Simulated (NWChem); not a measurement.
# PBE0/LANL2DZ (core potential) run of RbBr (SMILES [Br][Rb])

What is the vertical ionisation energy of RbBr at PBE0/LANL2DZ (core potential)? 

The calculation is run with NWChem 7.3.0.

2 further runs of the same task are left out: 2 set aside as unsound or not needed.

### 1 Starting point

The species is RbBr (2 atoms), meant as a singlet with charge 0. SMILES: `[Br][Rb]`. The bond length is the measured one.

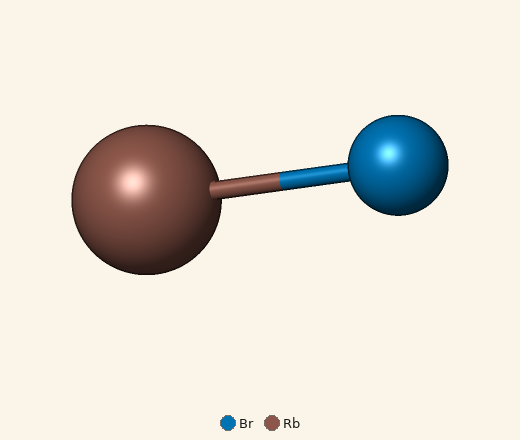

The structure, seen from a chosen angle (bromine blue, rubidium brown).

### 2 A single-point energy at PBE0/LANL2DZ (core potential)

geom.nw

```
start geom
title "BrRb PBE0"
memory stack 880 mb heap 220 mb global 1100 mb

geometry units atomic noautosym nocenter noautoz
 Br   0.00000000   0.00000000   0.00000000
 Rb   0.00000000   0.00000000   5.56475967
end

basis "ao basis" spherical bse
 * library LANL2DZ
end

ecp bse
 Br library LANL2DZ
 Rb library LANL2DZ
end

dft
 xc pbe0
 grid fine
 convergence energy 1e-08
 iterations 100
 mulliken
 noprint "final vectors analysis"
end

task dft energy
```

Launch:

```sh
$ nwchem geom.nw > geom.out
```

The log of the run:

```text
[...]
          Wavefunction type:  closed shell.
          No. of atoms     :     2
          No. of electrons :    16
[...]
          Charge           :     0
          Spin multiplicity:     1
[...]
          AO basis - number of functions:    20
[...]
              XC Information
              --------------
                         PBE0 Method XC Functional
                     Hartree-Fock (Exact) Exchange  0.250
          PerdewBurkeErnzerhof Exchange Functional  0.750
            Perdew 1991 LDA Correlation Functional  1.000 local
           PerdewBurkeErnz. Correlation Functional  1.000 non-local
[...]
 d= 0,ls=0.0,diis     1    -37.0744017189 -4.84D+01  3.51D-02  7.97D-02     0.5
[...]
 d= 0,ls=0.0,diis     6    -37.0973640520 -8.06D-10  4.46D-07  1.05D-11     1.7
         Total DFT energy =      -37.097364052050
      One electron energy =      -84.365545479193
           Coulomb energy =       42.300950860390
    Exchange-Corr. energy =       -6.354013069272
 Nuclear repulsion energy =       11.321243636026
[...]
      Total Density - Mulliken Population Analysis
     ---------------------------------------------
    Atom       Charge   Shell Charges
 -----------   ------   -------------------------------------------------------
    1 Br   7     7.77   0.48  1.49  2.65  3.15
    2 Rb   9     8.23   2.00  0.13 -0.01  5.99  0.12  0.00
[...]
```

Wall time 2.3 s (1 thread of Intel Xeon Platinum 8259CL at 2.50GHz (Skylake/Cascade Lake), shared host); peak memory 0.12 GiB.

### 3 The doublet cation, same level

m1.nw

```
start m1
memory 2200 mb
charge 1

geometry units angstroms noautosym nocenter noautoz
Br    0.000000    0.000000    0.000000
Rb    0.000000    0.000000    2.944744
end

basis spherical bse
* library LANL2DZ
end

ecp bse
Br library LANL2DZ
Rb library LANL2DZ
end

dft
xc pbe0
mult 2
grid fine
convergence energy 1e-08
maxiter 100
mulliken
noprint "final vectors analysis"
end

task dft energy
```

Launch:

```sh
$ nwchem m1.nw > m1.out
```

The log of the run:

```text
[...]
          Wavefunction type:  spin polarized.
          No. of atoms     :     2
          No. of electrons :    15
[...]
          Charge           :     1
          Spin multiplicity:     2
[...]
          AO basis - number of functions:    20
[...]
              XC Information
              --------------
                         PBE0 Method XC Functional
                     Hartree-Fock (Exact) Exchange  0.250
          PerdewBurkeErnzerhof Exchange Functional  0.750
            Perdew 1991 LDA Correlation Functional  1.000 local
           PerdewBurkeErnz. Correlation Functional  1.000 non-local
[...]
 d= 0,ls=0.0,diis     1    -36.8057334373 -4.81D+01  3.53D-03  2.03D-03     0.5
[...]
 d= 0,ls=0.0,diis     6    -36.8076805540 -3.10D-10  8.51D-08  8.44D-13     2.4
[...]
         Total DFT energy =      -36.807680554004
      One electron energy =      -80.463173103642
           Coulomb energy =       38.419025972583
    Exchange-Corr. energy =       -6.084777879842
 Nuclear repulsion energy =       11.321244456897
[...]
      Total Density - Mulliken Population Analysis
     ---------------------------------------------
    Atom       Charge   Shell Charges
 -----------   ------   -------------------------------------------------------
    1 Br   7     6.96   0.49  1.51  2.66  2.29
    2 Rb   9     8.04   2.00  0.04 -0.01  5.99  0.02 -0.00
[...]
      <S2> =      0.7501 (Exact =     0.7500)
[...]
```

Wall time 3 s (1 thread of Intel Xeon Platinum 8259CL at 2.50GHz (Skylake/Cascade Lake), shared host); peak memory 0.11 GiB.

### 4 Outcome

At PBE0/LANL2DZ (core potential):

| quantity | value |
| --- | --- |
| singlet RbBr: total energy | -37.09736 Eh |
| singlet RbBr: dipole moment | 12.34 D |
| doublet cation: total energy | -36.80768 Eh |
| doublet cation: ⟨S²⟩ | 0.750 |
| vertical ionisation energy (to the doublet cation) | 7.883 eV |

In words: Removing an electron at fixed nuclei costs 7.88 eV (761 kJ/mol).
